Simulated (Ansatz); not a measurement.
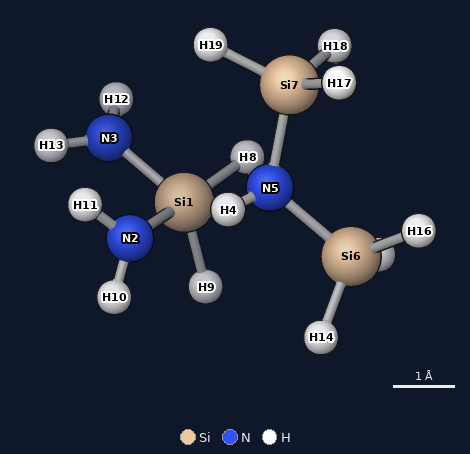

The input geometry (ball-and-stick view, seen at a tilt; atoms are numbered from 1 in the order of the input).

## Si₃N₃H₁₃: geometry relaxation (part 1 of 2)

The run: geometry relaxation of Si₃N₃H₁₃. Method and program: RKS PBE0-D4/def2-TZVP (Ansatz 0.2.0).

The geometry is a transition state displaced along its imaginary mode. The reaction was set up to form Si1–N5 and N2–H4 and to break Si1–N2 and H4–N5 (atoms counted from 1 in the order of the input); sticks are drawn by distance alone. Figures and captions count atoms from 1; the log counts them from 0 in places.

The program's output:
```
Functional definition: PBE0
  name "PBE0"
  cite "Adamo & Barone, J. Chem. Phys. 110, 6158 (1999) doi:10.1063/1.478522"
  cite "Perdew, Burke & Ernzerhof, Phys. Rev. Lett. 77, 3865 (1996) doi:10.1103/PhysRevLett.77.3865"
  parent pbe
  parameter a = 0.25
  parameter kappa = 0.804
  parameter beta = 0.06672455060314922
  exchange = (1 - a)*pbe_x(kappa = kappa, mu = beta*pi^2/3) + a*exact_x
  correlation = pbe_c(beta = beta)
1841 factors; their error is unknown
mean field evaluation 1: about -28286.7033 eV, gradient 9.4e1 eV
mean field evaluation 2: about -28258.6864 eV, gradient 1.4e2 eV
mean field evaluation 4: about -28302.6670 eV, gradient 7.3e0 eV
mean field evaluation 8: about -28302.8845 eV, gradient 3.5e-1 eV
mean field evaluation 16: about -28302.8847 eV, gradient 1.6e-5 eV
mean field -28302.88469130 eV, -1040.1118280211 hartree, gradient 1.6e-5 eV, S^2 0.000000; 0 other end points of the search recorded, 0 dependent functions left out
the calculation of the forces begins
reference -28302.88473371 eV, -1040.1118295797 hartree; 38, 38 occupied and 244, 244 virtual orbitals, 1841 factors
relax step   1: F+E_penalty+E_count = -28303.36904246 eV  Δ(F+E_penalty+E_count) = +0.000e0 eV  max|allowed force component| = 5.681e0 eV/Å  Δτ_max = 0.0000 Å  (29 SCF iters, accepted)
these checks for a lower state are left out or cut short: starts, cluster_reference, orbital_swaps, neighbouring_geometries, increment
1841 factors; their error is unknown
mean field -28303.36573658 eV, -1040.1295061091 hartree, gradient 2.4e-5 eV, S^2 0.000000; 0 other end points of the search recorded, 0 dependent functions left out
[... from here on the field's lines of each further geometry are left out, up to the last ...]
relax step   2: F+E_penalty+E_count = -28303.84284646 eV  Δ(F+E_penalty+E_count) = -4.738e-1 eV  max|allowed force component| = 1.204e0 eV/Å  Δτ_max = 0.1583 Å  (29 SCF iters, accepted)
relax step   3: F+E_penalty+E_count = -28303.89495151 eV  Δ(F+E_penalty+E_count) = -5.211e-2 eV  max|allowed force component| = 6.431e-1 eV/Å  Δτ_max = 0.1636 Å  (31 SCF iters, accepted)
relax step   4: F+E_penalty+E_count = -28303.93159248 eV  Δ(F+E_penalty+E_count) = -3.664e-2 eV  max|allowed force component| = 4.862e-1 eV/Å  Δτ_max = 0.0774 Å  (32 SCF iters, accepted)
relax step   5: F+E_penalty+E_count = -28304.03407082 eV  Δ(F+E_penalty+E_count) = -1.025e-1 eV  max|allowed force component| = 5.706e-1 eV/Å  Δτ_max = 0.2000 Å  (30 SCF iters, accepted)
relax step   6: F+E_penalty+E_count = -28304.16464504 eV  Δ(F+E_penalty+E_count) = -1.306e-1 eV  max|allowed force component| = 7.101e-1 eV/Å  Δτ_max = 0.1847 Å  (31 SCF iters, accepted)
relax step   7: F+E_penalty+E_count = -28304.34361963 eV  Δ(F+E_penalty+E_count) = -1.790e-1 eV  max|allowed force component| = 9.254e-1 eV/Å  Δτ_max = 0.1947 Å  (31 SCF iters, accepted)
relax step   8: F+E_penalty+E_count = -28304.59445611 eV  Δ(F+E_penalty+E_count) = -2.508e-1 eV  max|allowed force component| = 8.571e-1 eV/Å  Δτ_max = 0.1951 Å  (29 SCF iters, accepted)
relax step   9: F+E_penalty+E_count = -28304.75265932 eV  Δ(F+E_penalty+E_count) = -1.582e-1 eV  max|allowed force component| = 8.720e-1 eV/Å  Δτ_max = 0.1950 Å  (31 SCF iters, accepted)
relax step  10: F+E_penalty+E_count = -28304.85686530 eV  Δ(F+E_penalty+E_count) = -1.042e-1 eV  max|allowed force component| = 3.883e-1 eV/Å  Δτ_max = 0.1999 Å  (29 SCF iters, accepted)
relax step  11: F+E_penalty+E_count = -28304.90934725 eV  Δ(F+E_penalty+E_count) = -5.248e-2 eV  max|allowed force component| = 4.905e-1 eV/Å  Δτ_max = 0.1802 Å  (30 SCF iters, accepted)
relax step  12: F+E_penalty+E_count = -28304.94575325 eV  Δ(F+E_penalty+E_count) = -3.641e-2 eV  max|allowed force component| = 1.309e-1 eV/Å  Δτ_max = 0.2000 Å  (28 SCF iters, accepted)
relax step  13: F+E_penalty+E_count = -28304.95316133 eV  Δ(F+E_penalty+E_count) = -7.408e-3 eV  max|allowed force component| = 7.592e-1 eV/Å  Δτ_max = 0.1982 Å  (29 SCF iters, accepted)
relax step  14: F+E_penalty+E_count = -28304.96961655 eV  Δ(F+E_penalty+E_count) = -1.646e-2 eV  max|allowed force component| = 1.218e-1 eV/Å  Δτ_max = 0.1074 Å  (30 SCF iters, accepted)
relax step  15: F+E_penalty+E_count = -28304.97664905 eV  Δ(F+E_penalty+E_count) = -7.032e-3 eV  max|allowed force component| = 1.300e-1 eV/Å  Δτ_max = 0.0948 Å  (30 SCF iters, accepted)
relax step  16: F+E_penalty+E_count = -28304.98149001 eV  Δ(F+E_penalty+E_count) = -4.841e-3 eV  max|allowed force component| = 1.444e-1 eV/Å  Δτ_max = 0.1343 Å  (29 SCF iters, accepted)
relax step  17: F+E_penalty+E_count = -28304.98443516 eV  Δ(F+E_penalty+E_count) = -2.945e-3 eV  max|allowed force component| = 1.200e-1 eV/Å  Δτ_max = 0.0790 Å  (30 SCF iters, accepted)
relax step  18: F+E_penalty+E_count = -28304.98708917 eV  Δ(F+E_penalty+E_count) = -2.654e-3 eV  max|allowed force component| = 8.004e-2 eV/Å  Δτ_max = 0.0691 Å  (30 SCF iters, accepted)
relax step  19: F+E_penalty+E_count = -28304.98893782 eV  Δ(F+E_penalty+E_count) = -1.849e-3 eV  max|allowed force component| = 5.799e-2 eV/Å  Δτ_max = 0.0747 Å  (30 SCF iters, accepted)
relax step  20: F+E_penalty+E_count = -28304.98966998 eV  Δ(F+E_penalty+E_count) = -7.322e-4 eV  max|allowed force component| = 3.807e-2 eV/Å  Δτ_max = 0.0740 Å  (30 SCF iters, accepted)
relax step  21: F+E_penalty+E_count = -28304.99010710 eV  Δ(F+E_penalty+E_count) = -4.371e-4 eV  max|allowed force component| = 2.532e-2 eV/Å  Δτ_max = 0.0323 Å  (31 SCF iters, accepted)
relax step  22: F+E_penalty+E_count = -28304.99054535 eV  Δ(F+E_penalty+E_count) = -4.383e-4 eV  max|allowed force component| = 3.165e-2 eV/Å  Δτ_max = 0.0339 Å  (31 SCF iters, accepted)
relax step  23: F+E_penalty+E_count = -28304.99105672 eV  Δ(F+E_penalty+E_count) = -5.114e-4 eV  max|allowed force component| = 4.138e-2 eV/Å  Δτ_max = 0.0691 Å  (30 SCF iters, accepted)
relax step  24: F+E_penalty+E_count = -28304.99128347 eV  Δ(F+E_penalty+E_count) = -2.267e-4 eV  max|allowed force component| = 3.685e-2 eV/Å  Δτ_max = 0.0608 Å  (30 SCF iters, accepted)
relax step  25: F+E_penalty+E_count = -28304.99149800 eV  Δ(F+E_penalty+E_count) = -2.145e-4 eV  max|allowed force component| = 3.177e-2 eV/Å  Δτ_max = 0.0146 Å  (31 SCF iters, accepted)
relax step  26: F+E_penalty+E_count = -28304.99195335 eV  Δ(F+E_penalty+E_count) = -4.553e-4 eV  max|allowed force component| = 2.304e-2 eV/Å  Δτ_max = 0.0494 Å  (30 SCF iters, accepted)
relax step  27: F+E_penalty+E_count = -28304.99233207 eV  Δ(F+E_penalty+E_count) = -3.787e-4 eV  max|allowed force component| = 3.983e-2 eV/Å  Δτ_max = 0.0919 Å  (31 SCF iters, accepted)
relax step  28: F+E_penalty+E_count = -28304.99253335 eV  Δ(F+E_penalty+E_count) = -2.013e-4 eV  max|allowed force component| = 2.990e-2 eV/Å  Δτ_max = 0.0204 Å  (31 SCF iters, accepted)
relax step  29: F+E_penalty+E_count = -28304.99296835 eV  Δ(F+E_penalty+E_count) = -4.350e-4 eV  max|allowed force component| = 2.249e-2 eV/Å  Δτ_max = 0.0747 Å  (31 SCF iters, accepted)
relax step  30: F+E_penalty+E_count = -28304.99318900 eV  Δ(F+E_penalty+E_count) = -2.206e-4 eV  max|allowed force component| = 3.158e-2 eV/Å  Δτ_max = 0.0646 Å  (31 SCF iters, accepted)
relax step  31: F+E_penalty+E_count = -28304.99337616 eV  Δ(F+E_penalty+E_count) = -1.872e-4 eV  max|allowed force component| = 3.061e-2 eV/Å  Δτ_max = 0.0436 Å  (31 SCF iters, accepted)
relax step  32: F+E_penalty+E_count = -28304.99363221 eV  Δ(F+E_penalty+E_count) = -2.561e-4 eV  max|allowed force component| = 2.793e-2 eV/Å  Δτ_max = 0.0538 Å  (30 SCF iters, accepted)
relax step  33: F+E_penalty+E_count = -28304.99396494 eV  Δ(F+E_penalty+E_count) = -3.327e-4 eV  max|allowed force component| = 3.645e-2 eV/Å  Δτ_max = 0.0913 Å  (31 SCF iters, accepted)
relax step  34: F+E_penalty+E_count = -28304.99427243 eV  Δ(F+E_penalty+E_count) = -3.075e-4 eV  max|allowed force component| = 3.177e-2 eV/Å  Δτ_max = 0.0258 Å  (32 SCF iters, accepted)
relax step  35: F+E_penalty+E_count = -28304.99538786 eV  Δ(F+E_penalty+E_count) = -1.115e-3 eV  max|allowed force component| = 5.734e-2 eV/Å  Δτ_max = 0.1344 Å  (29 SCF iters, accepted)
relax step  36: F+E_penalty+E_count = -28304.99584372 eV  Δ(F+E_penalty+E_count) = -4.559e-4 eV  max|allowed force component| = 6.908e-2 eV/Å  Δτ_max = 0.0639 Å  (30 SCF iters, accepted)
relax step  37: F+E_penalty+E_count = -28304.99649867 eV  Δ(F+E_penalty+E_count) = -6.550e-4 eV  max|allowed force component| = 7.090e-2 eV/Å  Δτ_max = 0.0600 Å  (30 SCF iters, accepted)
relax step  38: F+E_penalty+E_count = -28304.99748895 eV  Δ(F+E_penalty+E_count) = -9.903e-4 eV  max|allowed force component| = 7.278e-2 eV/Å  Δτ_max = 0.0920 Å  (31 SCF iters, accepted)
relax step  39: F+E_penalty+E_count = -28304.99829602 eV  Δ(F+E_penalty+E_count) = -8.071e-4 eV  max|allowed force component| = 9.113e-2 eV/Å  Δτ_max = 0.0966 Å  (30 SCF iters, accepted)
relax step  40: F+E_penalty+E_count = -28304.99899594 eV  Δ(F+E_penalty+E_count) = -6.999e-4 eV  max|allowed force component| = 9.186e-2 eV/Å  Δτ_max = 0.0584 Å  (30 SCF iters, accepted)
relax step  41: F+E_penalty+E_count = -28304.99987643 eV  Δ(F+E_penalty+E_count) = -8.805e-4 eV  max|allowed force component| = 7.023e-2 eV/Å  Δτ_max = 0.0442 Å  (31 SCF iters, accepted)
relax step  42: F+E_penalty+E_count = -28305.00097228 eV  Δ(F+E_penalty+E_count) = -1.096e-3 eV  max|allowed force component| = 3.594e-2 eV/Å  Δτ_max = 0.0848 Å  (30 SCF iters, accepted)
relax step  43: F+E_penalty+E_count = -28305.00149473 eV  Δ(F+E_penalty+E_count) = -5.225e-4 eV  max|allowed force component| = 2.994e-2 eV/Å  Δτ_max = 0.0795 Å  (30 SCF iters, accepted)
relax step  44: F+E_penalty+E_count = -28305.00175390 eV  Δ(F+E_penalty+E_count) = -2.592e-4 eV  max|allowed force component| = 2.068e-2 eV/Å  Δτ_max = 0.0420 Å  (30 SCF iters, accepted)
relax step  45: F+E_penalty+E_count = -28305.00208727 eV  Δ(F+E_penalty+E_count) = -3.334e-4 eV  max|allowed force component| = 2.374e-2 eV/Å  Δτ_max = 0.0670 Å  (30 SCF iters, accepted)
relax step  46: F+E_penalty+E_count = -28305.00227790 eV  Δ(F+E_penalty+E_count) = -1.906e-4 eV  max|allowed force component| = 3.166e-2 eV/Å  Δτ_max = 0.0559 Å  (30 SCF iters, accepted)
relax step  47: F+E_penalty+E_count = -28305.00248061 eV  Δ(F+E_penalty+E_count) = -2.027e-4 eV  max|allowed force component| = 2.974e-2 eV/Å  Δτ_max = 0.0370 Å  (30 SCF iters, accepted)
relax step  48: F+E_penalty+E_count = -28305.00268712 eV  Δ(F+E_penalty+E_count) = -2.065e-4 eV  max|allowed force component| = 2.367e-2 eV/Å  Δτ_max = 0.0358 Å  (30 SCF iters, accepted)
relax step  49: F+E_penalty+E_count = -28305.00282360 eV  Δ(F+E_penalty+E_count) = -1.365e-4 eV  max|allowed force component| = 2.380e-2 eV/Å  Δτ_max = 0.0479 Å  (30 SCF iters, accepted)
relax step  50: F+E_penalty+E_count = -28305.00291870 eV  Δ(F+E_penalty+E_count) = -9.510e-5 eV  max|allowed force component| = 2.629e-2 eV/Å  Δτ_max = 0.0357 Å  (30 SCF iters, accepted)
relax step  51: F+E_penalty+E_count = -28305.00298733 eV  Δ(F+E_penalty+E_count) = -6.863e-5 eV  max|allowed force component| = 1.331e-2 eV/Å  Δτ_max = 0.0226 Å  (32 SCF iters, accepted)
relax step  52: F+E_penalty+E_count = -28305.00306145 eV  Δ(F+E_penalty+E_count) = -7.412e-5 eV  max|allowed force component| = 1.444e-2 eV/Å  Δτ_max = 0.0430 Å  (30 SCF iters, accepted)
relax step  53: F+E_penalty+E_count = -28305.00308338 eV  Δ(F+E_penalty+E_count) = -2.193e-5 eV  max|allowed force component| = 1.042e-2 eV/Å  Δτ_max = 0.0137 Å  (32 SCF iters, accepted)
relax step  54: F+E_penalty+E_count = -28305.00310295 eV  Δ(F+E_penalty+E_count) = -1.957e-5 eV  max|allowed force component| = 4.141e-3 eV/Å  Δτ_max = 0.0063 Å  (23 SCF iters, accepted)
relax step  55: F+E_penalty+E_count = -28305.00312303 eV  Δ(F+E_penalty+E_count) = -2.008e-5 eV  max|allowed force component| = 7.068e-3 eV/Å  Δτ_max = 0.0139 Å  (31 SCF iters, accepted)
relax step  56: F+E_penalty+E_count = -28305.00313015 eV  Δ(F+E_penalty+E_count) = -7.115e-6 eV  max|allowed force component| = 5.378e-3 eV/Å  Δτ_max = 0.0093 Å  (23 SCF iters, accepted)
relax step  57: F+E_penalty+E_count = -28305.00313932 eV  Δ(F+E_penalty+E_count) = -9.170e-6 eV  max|allowed force component| = 3.656e-3 eV/Å  Δτ_max = 0.0168 Å  (31 SCF iters, accepted)
the calculation of the forces begins
reference -28304.62516154 eV, -1040.1757891226 hartree; 38, 38 occupied and 244, 244 virtual orbitals, 1841 factors
relax step  58: F+E_penalty+E_count = -28305.00314375 eV  Δ(F+E_penalty+E_count) = -4.427e-6 eV  max|allowed force component| = 3.897e-3 eV/Å  Δτ_max = 0.0058 Å  (23 SCF iters, accepted)
1841 factors; their error is unknown
mean field evaluation 416: about -28288.3008 eV, gradient 9.5e1 eV
```

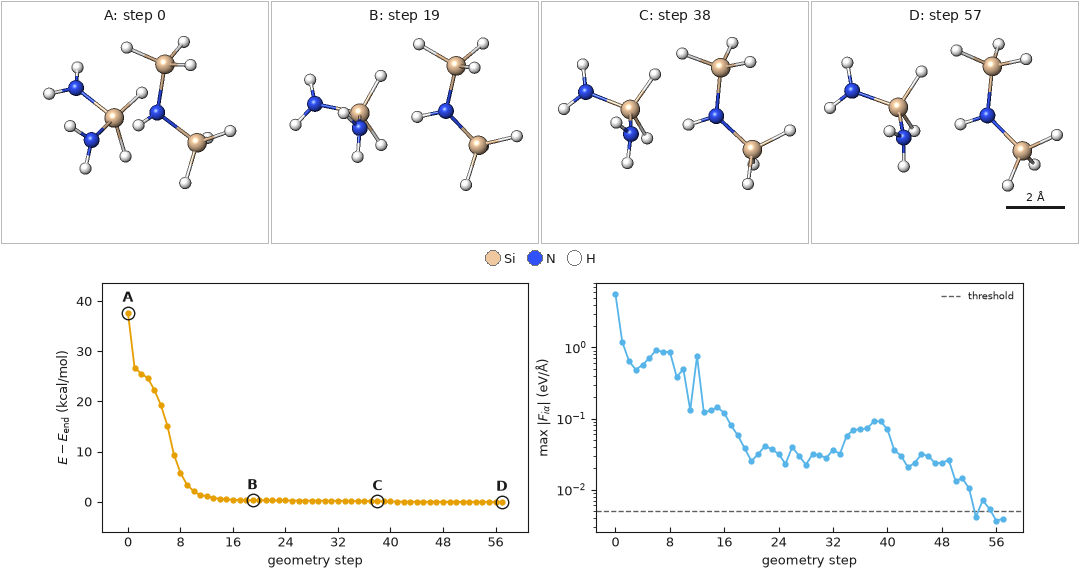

Frames of the relaxation (ball-and-stick view, seen at a tilt) above the curves, on which the letters mark them (the first geometry is step 0 here and step 1 in the log).

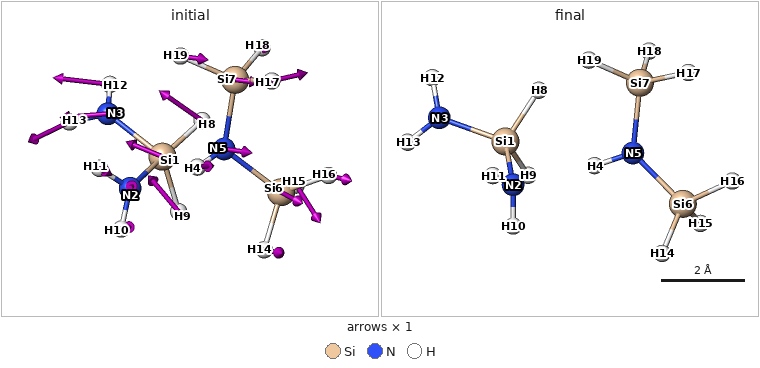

Before (left) and after (right) the relaxation, at one scale (ball-and-stick view, seen at a tilt). The pink arrows give the displacements, at true length. The energy falls by 37.7 kcal/mol in 57 geometry steps. The largest force component goes from 5.7 to 0.0039 eV/Å. The largest move after the best rigid fit is that of H9, 1.50 Å. By element the largest moves are H 1.50 Å, N 1.23 Å, Si 1.06 Å. Distances before and after: Si1–N2 1.842 → 1.729 Å, H4–N5 0.909 → 1.022 Å, Si1–H8 1.550 → 1.485 Å, N5–Si6 1.772 → 1.718 Å. Among the angles that change: N2–Si1–H8 159.8° → 110.2°, N2–Si1–N3 94.7° → 114.2°, N3–Si1–H9 131.0° → 115.1°. (Atoms are counted from 1 in the order of the input.)
